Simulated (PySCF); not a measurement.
# Si2H4ClF (SMILES F[SiH]([SiH3])Cl): levels of theory compared

Aim: a comparison of 6 runs (BHLYP/def2-SVP, BLYP/def2-SVP, M06-2X/def2-SVP, SVWN5/def2-SVP, revPBE/def2-SVP, CCSD(T)/def2-SVP) of Si2H4ClF. 

The results are computed with PySCF 2.14.0.

3 further runs of the same task are left out: 3 set aside as unsound or not needed.

### Step 1. Starting point

Si2H4ClF: 8 atoms, total charge 0, spin state singlet. SMILES: `F[SiH]([SiH3])Cl`. The shape is that of a PBE0-D4/def2-TZVP optimisation.

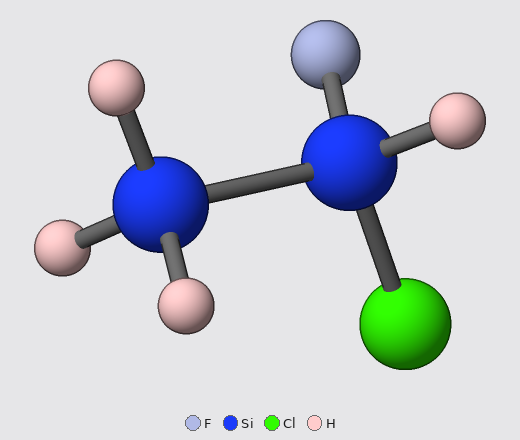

The structure, seen from a chosen angle (fluorine light blue, silicon blue, chlorine green, hydrogen pink).

### Step 2. A single-point energy at BHLYP/def2-SVP (run 1)

File calc.py:

```python
from pyscf import gto, dft

molecule = gto.Mole()
molecule.atom = '''
F   -1.329000   1.796800   0.161200
Si  -0.382900   0.812800  -0.667700
Si   0.539000  -0.793000   0.761300
Cl  -1.534100  -0.130100  -2.075900
H    0.596600   1.655400  -1.392300
H    1.355700  -0.131100   1.812300
H    1.403500  -1.693800  -0.044400
H   -0.556600  -1.574100   1.389600
'''
molecule.basis = 'def2-svp'
molecule.charge = 0
molecule.verbose = 4
molecule.max_memory = 1860
molecule.build()

calc0 = dft.RKS(molecule)
calc0.xc = 'bhandhlyp'
calc0.conv_tol = 1e-10
calc0.grids.level = 5
calc0.kernel()
if not calc0.converged:
    calc0 = calc0.newton().run(calc0.mo_coeff, calc0.mo_occ)

etot = calc0.e_tot
print('Final energy', etot)
```

Started as:

```
$ OMP_NUM_THREADS=1 python calc.py
```

Standard output:

```text
PySCF version 2.14.0

[INPUT] num. atoms = 8
[INPUT] num. electrons = 58
[INPUT] charge = 0
[INPUT] spin (= nelec alpha-beta = 2S) = 0
[INPUT] symmetry False subgroup None
[INPUT] Mole.unit = angstrom
[INPUT] Symbol           X                Y                Z      unit          X                Y                Z       unit  Magmom
[INPUT]  1 F     -1.329000000000   1.796800000000   0.161200000000 AA   -2.511446019547   3.395459900619   0.304623851280 Bohr   0.0
[INPUT]  2 Si    -0.382900000000   0.812800000000  -0.667700000000 AA   -0.723576133096   1.535969394046  -1.261770133372 Bohr   0.0
[INPUT]  3 Si     0.539000000000  -0.793000000000   0.761300000000 AA    1.018562381141  -1.498552816780   1.438648498631 Bohr   0.0
[INPUT]  4 Cl    -1.534100000000  -0.130100000000  -2.075900000000 AA   -2.899028847695  -0.245853368806  -3.922882461985 Bohr   0.0
[INPUT]  5 H      0.596600000000   1.655400000000  -1.392300000000 AA    1.127410605916   3.128252626605  -2.631065683232 Bohr   0.0
[INPUT]  6 H      1.355700000000  -0.131100000000   1.812300000000 AA    2.561901707073  -0.247743094930   3.424750655549 Bohr   0.0
[INPUT]  7 H      1.403500000000  -1.693800000000  -0.044400000000 AA    2.652230615827  -3.200818109788  -0.083903839931 Bohr   0.0
[INPUT]  8 H     -0.556600000000  -1.574100000000   1.389600000000 AA   -1.051821560933  -2.974617892678   2.625963422696 Bohr   0.0

nuclear repulsion = 276.204993626189
number of shells = 42
number of NR pGTOs = 160
number of NR cGTOs = 88
basis = def2-svp
ecp = {}

******** <class 'pyscf.dft.rks.RKS'> ********
method = RKS
initial guess = minao
damping factor = 0
level_shift factor = 0
DIIS = <class 'pyscf.scf.diis.CDIIS'>
diis_start_cycle = 1
diis_space = 8
diis_damp = 0
SCF conv_tol = 1e-10
SCF conv_tol_grad = None
SCF max_cycles = 50
direct_scf = True
direct_scf_tol = 1e-13
XC library pyscf.dft.libxc version 7.0.0
    S. Lehtola, C. Steigemann, M. J.T. Oliveira, and M. A.L. Marques.,  SoftwareX 7, 1–5 (2018)
XC functionals = bhandhlyp
    Defined through Gaussian implementation.
radial grids:
    Treutler-Ahlrichs [JCP 102, 346 (1995); DOI:10.1063/1.469408] (M4) radial grids

becke partition: Becke, JCP 88, 2547 (1988); DOI:10.1063/1.454033
pruning grids: <function nwchem_prune>
grids dens level: 5
symmetrized grids: False
atomic radii adjust function: <function treutler_atomic_radii_adjust>
small_rho_cutoff = 0
Set gradient conv threshold to 1e-05
Initial guess from minao.
tot grids = 268192
init E= -1141.0766346635
  HOMO = -0.304951088930062  LUMO = -0.0123274756415617  gap/eV = 7.96269
cycle= 1 E= -1141.01782738211  delta_E= 0.0588  |g|= 0.564  |ddm|= 2.55
  HOMO = -0.354150681209002  LUMO = -0.000997399360614271  gap/eV = 9.60979
cycle= 2 E= -1141.0137250748  delta_E= 0.0041  |g|= 0.636  |ddm|= 1.02
  HOMO = -0.349340035976551  LUMO = 0.0219240836897616  gap/eV = 10.10261
cycle= 3 E= -1141.08491801096  delta_E= -0.0712  |g|= 0.0403  |ddm|= 0.513
  HOMO = -0.346999583542682  LUMO = 0.0281450734349655  gap/eV = 10.20821
cycle= 4 E= -1141.08524861787  delta_E= -0.000331  |g|= 0.0182  |ddm|= 0.0679
  HOMO = -0.348171138944923  LUMO = 0.0267482366843601  gap/eV = 10.20208
cycle= 5 E= -1141.08534320149  delta_E= -9.46e-05  |g|= 0.00158  |ddm|= 0.0238
  HOMO = -0.348385173661755  LUMO = 0.0266384915498254  gap/eV = 10.20491
cycle= 6 E= -1141.08534401783  delta_E= -8.16e-07  |g|= 0.000301  |ddm|= 0.00268
  HOMO = -0.348382921266563  LUMO = 0.0266361266233677  gap/eV = 10.20479
cycle= 7 E= -1141.0853440599  delta_E= -4.21e-08  |g|= 8.01e-05  |ddm|= 0.000615
  HOMO = -0.348383369170982  LUMO = 0.0266356305793809  gap/eV = 10.20479
cycle= 8 E= -1141.08534406276  delta_E= -2.85e-09  |g|= 1.54e-05  |ddm|= 0.000177
  HOMO = -0.348384955879124  LUMO = 0.0266355053166598  gap/eV = 10.20483
cycle= 9 E= -1141.08534406288  delta_E= -1.25e-10  |g|= 3.3e-06  |ddm|= 4.07e-05
  HOMO = -0.348383970805005  LUMO = 0.0266361668283004  gap/eV = 10.20482
cycle= 10 E= -1141.08534406288  delta_E= 9.09e-13  |g|= 7.39e-07  |ddm|= 6.43e-06
  HOMO = -0.348384182820047  LUMO = 0.0266359675693915  gap/eV = 10.20482
Extra cycle  E= -1141.08534406288  delta_E= -3.18e-12  |g|= 3.58e-07  |ddm|= 1.62e-06
converged SCF energy = -1141.08534406288
Final energy -1141.085344062884
```

It took 20 s on 1 thread of Intel Xeon at 2.70GHz, shared host; peak memory 0.46 GiB.

### Step 3. The energy at BLYP/def2-SVP (run 2)

File geometry.xyz:

```xyz
8

F     -1.329000     1.796800     0.161200
Si    -0.382900     0.812800    -0.667700
Si     0.539000    -0.793000     0.761300
Cl    -1.534100    -0.130100    -2.075900
H      0.596600     1.655400    -1.392300
H      1.355700    -0.131100     1.812300
H      1.403500    -1.693800    -0.044400
H     -0.556600    -1.574100     1.389600
```

File run.py:

```python
# F[SiH]([SiH3])Cl
from pyscf import gto, dft

molecule = gto.M(
    atom='geometry.xyz',
    max_memory=1860,
    basis='def2-svp',
    spin=0,
    verbose=3,
    charge=0,
)

myscf = dft.RKS(molecule)
myscf.xc = 'blyp'
myscf.conv_tol = 1e-10
myscf.grids.level = 5
myscf.kernel()
if not myscf.converged:
    myscf = myscf.newton().run(myscf.mo_coeff, myscf.mo_occ)

e_final = myscf.e_tot
print(f'total energy: {e_final:.8f} hartree')
```

Started as:

```
$ OMP_NUM_THREADS=1 python run.py
```

Standard output:

```text
converged SCF energy = -1141.08507335457
total energy: -1141.08507335 hartree
```

Run time: 19 s. Hardware: 1 thread of Intel Xeon at 2.70GHz, shared host; peak memory 0.46 GiB.

Runs 3 to 5 aren't shown in full; the table further down has their settings and results.

### Step 4. A single-point energy at CCSD(T)/def2-SVP (run 6)

File input.py:

```python
# F[SiH]([SiH3])Cl
from pyscf import gto, cc

molecule = gto.M(
    atom=[
    ('F', (-1.329000, 1.796800, 0.161200)),
    ('Si', (-0.382900, 0.812800, -0.667700)),
    ('Si', (0.539000, -0.793000, 0.761300)),
    ('Cl', (-1.534100, -0.130100, -2.075900)),
    ('H', (0.596600, 1.655400, -1.392300)),
    ('H', (1.355700, -0.131100, 1.812300)),
    ('H', (1.403500, -1.693800, -0.044400)),
    ('H', (-0.556600, -1.574100, 1.389600)),
],
    max_memory=1860,
    basis='def2-svp',
    verbose=3,
)

mf = molecule.RHF()
mf.conv_tol = 1e-10
mf.kernel()
if not mf.converged:
    mf = mf.newton().run(mf.mo_coeff, mf.mo_occ)

mycc = cc.CCSD(mf, frozen=16)
mycc.kernel()
e_t = mycc.ccsd_t()
etot = mycc.e_tot + e_t
print('E = %.10f Eh' % etot)
```

Started as:

```
$ OMP_NUM_THREADS=1 python input.py
```

Standard output:

```text
converged SCF energy = -1138.8259259383
E(CCSD) = -1139.387312043034  E_corr = -0.5613861047317106
CCSD(T) correction = -0.0112674955252023
E = -1139.3985795386 Eh
```

It took 16 s on 1 thread of Intel Xeon at 2.70GHz, shared host; peak memory 0.39 GiB.

### Step 5. Overview of the runs

| run | level | integration grid | frozen core orbitals | energy (Eh) | dipole moment (D) of the reference | HOMO energy (eV) | LUMO energy (eV) | wall time |
| --- | --- | --- | --- | --- | --- | --- | --- | --- |
| 1 | BHLYP/def2-SVP | 5 | – | -1141.085344 | 1.72 | -9.48 | 0.72 | 20 s |
| 2 | BLYP/def2-SVP | 5 | – | -1141.085073 | 1.34 | -6.87 | -0.86 | 19 s |
| 3 | M06-2X/def2-SVP | 5 | – | -1141.034915 | 1.69 | -9.47 | 0.57 | 32 s |
| 4 | SVWN5/def2-SVP | 5 | – | -1136.655430 | 1.42 | -7.11 | -1.29 | 8.7 s |
| 5 | revPBE/def2-SVP | 5 | – | -1140.874665 | 1.38 | -7.04 | -1.03 | 19 s |
| 6 | CCSD(T)/def2-SVP | – | 16 | -1139.398580 | 1.89 | -11.31 | 3.11 | 16 s |

### Step 6. What came out

```
                                           quantity           value
                                run 6: total energy  -1139.39858 Eh
        run 6: dipole moment (Hartree–Fock density)          1.89 D
         run 6: HOMO energy (Hartree–Fock orbitals)       -11.31 eV
         run 6: LUMO energy (Hartree–Fock orbitals)         3.11 eV
       run 6: HOMO–LUMO gap (Hartree–Fock orbitals)        14.42 eV
run 6: correlation energy (16 core orbitals frozen)      -572.7 mEh
                              run 6: (T) correction      -11.27 mEh
                               run 6: T1 diagnostic           0.011
```

What this shows: Over runs 1, 2, 3, 4, 5 the dipole moment (its size) runs from 1.34 D (BLYP/def2-SVP) to 1.72 D (BHLYP/def2-SVP). Over runs 1, 2, 3, 4, 5 the HOMO–LUMO gap runs from 5.81 eV (SVWN5/def2-SVP) to 10.20 eV (BHLYP/def2-SVP). Totals of different functionals can't be ranked against each other. All runs together took 1.9 min, the longest 32 s.
